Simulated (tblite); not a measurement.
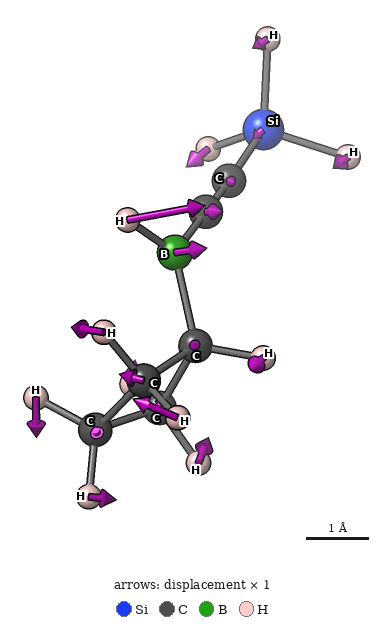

This is a relaxation of C₆H₁₁BSi. The starting structure is drawn; purple arrows show the displacements, at their true length. The two geometries are superimposed by the best rigid fit.

The picture is a ball-and-stick view, seen from a free direction.

Computed with tblite, GFN2-xTB geometry optimisation, gas phase. 

Which element moves most?

Answer. Hydrogen: up to 1.38 Å, against 0.61 Å for boron.

What happened in the run?

Answer. The largest move after the best rigid fit is that of an H atom, 1.38 Å. By element the largest moves are H 1.38 Å, B 0.61 Å, C 0.45 Å, Si 0.24 Å. Near-neighbour distances that change, for instance: C–C 1.506 → 1.550 Å, B–C 1.543 → 1.499 Å, C–H 1.128 → 1.089 Å, B–H 1.192 → 1.173 Å. Bond angles that change, for instance: C–C–H 107.8° → 116.0°, B–C–C 111.6° → 118.5°, H–C–H 114.6° → 108.7°. Groups turn about B–C by about 45°, C–C by about 30°, C–C by about 30°. Over 149 geometry steps the energy falls by 0.433 eV. Cost: 0.85 s on 1 thread of Arm Neoverse V2, with other jobs on the host.
